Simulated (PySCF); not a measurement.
# Excited-state calculation, with input and output: C2H9NOSi

System: C2H9NOSi, SMILES COC[SiH2]N.
Method: TDDFT PBE0/def2-SVPD, vertical, gas phase, core orbitals frozen in the response (PySCF 2.14.0).

The geometry comes from this level: PBE0-D3(BJ)/def2-SVP.

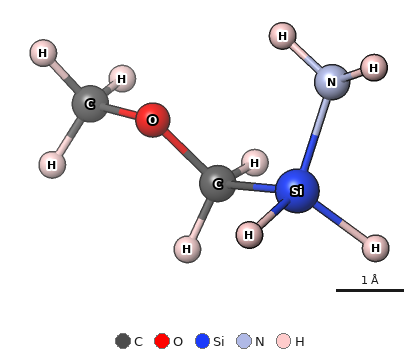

The input geometry (ball-and-stick view, seen at a tilt). Bond lengths as drawn: C–H 1.10 to 1.11 Å, C–O 1.39 to 1.41 Å, C–Si 1.89 Å, H–N 1.01 to 1.02 Å, H–Si 1.50 Å and N–Si 1.73 Å.

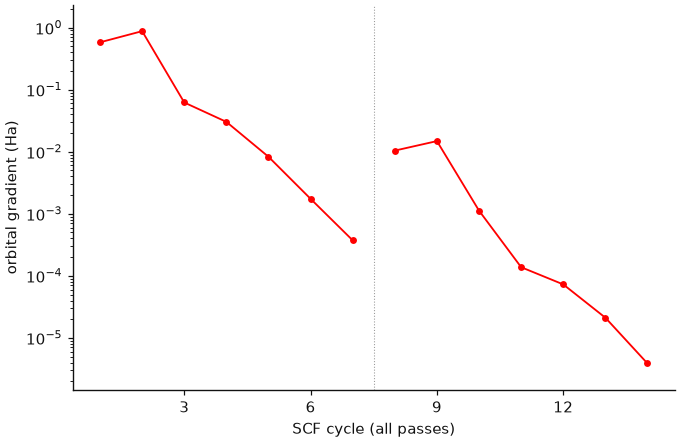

Convergence of the self-consistent field: orbital gradient against the SCF cycle. The dotted line marks the change from a coarse to the final integration grid. The first 7 cycles use a coarse grid, the final grid takes over at cycle 8, and the field converges after 14 cycles in all.

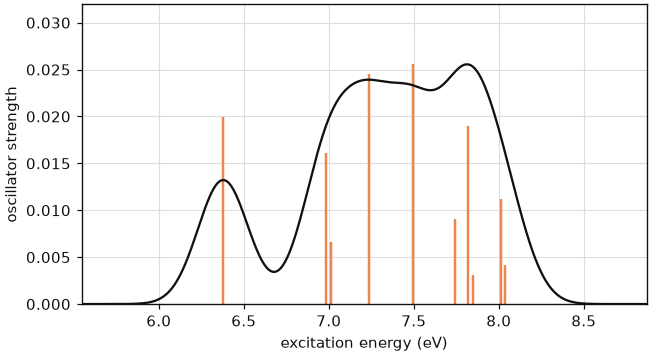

Computed excitations as sticks (degenerate states added up, dark ones marked on the axis), with a Gaussian envelope of 0.35 eV full width at half maximum, scaled to the tallest. Of the 10 states the lowest lies at 6.38 eV (f = 0.020); the strongest line is at 7.50 eV, or 165 nm (f = 0.026).

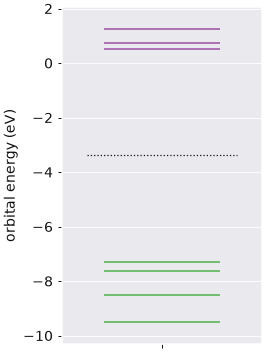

Orbital energies near the frontier; the dotted line parts filled from empty levels, and levels within 0.02 eV of each other stand side by side. Highest filled −7.28 eV, lowest empty 0.52 eV, 7.80 eV apart.

The input and output of the run follow.

Input file:
```
{"job": {"kind": "uv", "xc": "PBE0", "basis": "def2-SVPD", "ip": true}, "charge": 0, "multiplicity": 1}
C     -2.227044     0.477035     0.126262
O     -0.859238     0.385990     0.376602
C     -0.248676    -0.738328    -0.206508
Si     1.596025    -0.615993     0.196777
N      2.069466     0.947834    -0.377677
H     -2.603250     1.388588     0.612644
H     -2.444540     0.540263    -0.958765
H     -2.779560    -0.393373     0.532962
H     -0.687167    -1.684658     0.175219
H     -0.392001    -0.743912    -1.307888
H      1.776904    -0.863893     1.667165
H      2.361323    -1.676885    -0.529451
H      1.408904     1.690349    -0.164874
H      3.021061     1.273151    -0.247729
```

The first line tells a small driver script what to run in PySCF; the rest is the geometry in Å.

Command:
```bash
OMP_NUM_THREADS=1 python <driver script> task.json out
```

Output:
```
coarse grid: 11528 points
cycle   1  E = -500.3661722615  dE =  2.710e-01  |g| = 5.800e-01  |ddm| = 4.328e+00
cycle   2  E = -500.2777224490  dE =  8.845e-02  |g| = 8.774e-01  |ddm| = 1.899e+00
cycle   3  E = -500.4363855035  dE = -1.587e-01  |g| = 6.215e-02  |ddm| = 1.063e+00
cycle   4  E = -500.4369747206  dE = -5.892e-04  |g| = 3.029e-02  |ddm| = 8.170e-02
cycle   5  E = -500.4371523373  dE = -1.776e-04  |g| = 8.294e-03  |ddm| = 5.345e-02
cycle   6  E = -500.4371664906  dE = -1.415e-05  |g| = 1.741e-03  |ddm| = 9.940e-03
cycle   7  E = -500.4371672341  dE = -7.435e-07  |g| = 3.730e-04  |ddm| = 2.713e-03
final grid: 104896 points
cycle   8  E = -500.5032384964  dE = -1.989e-05  |g| = 1.043e-02  |ddm| = 6.713e-02
cycle   9  E = -500.5032176134  dE =  2.088e-05  |g| = 1.484e-02  |ddm| = 2.511e-02
cycle  10  E = -500.5032604823  dE = -4.287e-05  |g| = 1.122e-03  |ddm| = 1.451e-02
cycle  11  E = -500.5032607905  dE = -3.082e-07  |g| = 1.377e-04  |ddm| = 1.203e-03
cycle  12  E = -500.5032607940  dE = -3.544e-09  |g| = 7.272e-05  |ddm| = 3.228e-04
cycle  13  E = -500.5032607951  dE = -1.119e-09  |g| = 2.113e-05  |ddm| = 1.212e-04
cycle  14  E = -500.5032607952  dE = -9.777e-11  |g| = 3.868e-06  |ddm| = 3.378e-05
converged SCF energy = -500.5032607952

Static polarisability (au): isotropic 67.335, principal 60.365 64.684 76.956

Singlet excitations
state   eV       nm        f      main configurations
  1   6.3789    194.4   0.01993   H->L 0.97
  2   6.9826    177.6   0.01614   H-1->L 0.51, H-1->L+1 0.20, H->L+1 0.20
  3   7.0110    176.8   0.00665   H->L+1 0.65, H-1->L 0.16
  4   7.2343    171.4   0.02456   H-1->L+1 0.72, H-1->L 0.27
  5   7.4952    165.4   0.02556   H->L+2 0.72, H->L+3 0.23
  6   7.7435    160.1   0.00907   H->L+3 0.56, H->L+2 0.16, H->L+1 0.10
  7   7.8177    158.6   0.01901   H-2->L 0.81
  8   7.8482    158.0   0.00309   H-1->L+2 0.82, H-1->L+3 0.10
  9   8.0149    154.7   0.01116   H->L+4 0.65, H-1->L+3 0.15
 10   8.0363    154.3   0.00419   H-1->L+3 0.48, H->L+4 0.22, H-1->L+4 0.15

Triplet excitations (Tamm-Dancoff, eV): 5.9995 6.7513 6.8042 7.0762
Vertical ionisation energy (delta-SCF) = 9.3080 eV
```

Key numbers:

- outcome: converged
- total energy: −500.503261 hartree
- HOMO: −7.28 eV
- LUMO: 0.52 eV
- dipole moment: 0.81 D
- mean polarisability: 67.33 a.u.
- vertical ionisation energy: 9.31 eV
- lowest singlet excitation: 6.38 eV
- hardware: 1 CPU thread, shared host
- wall time: 69 s
- peak memory: 0.82 GiB
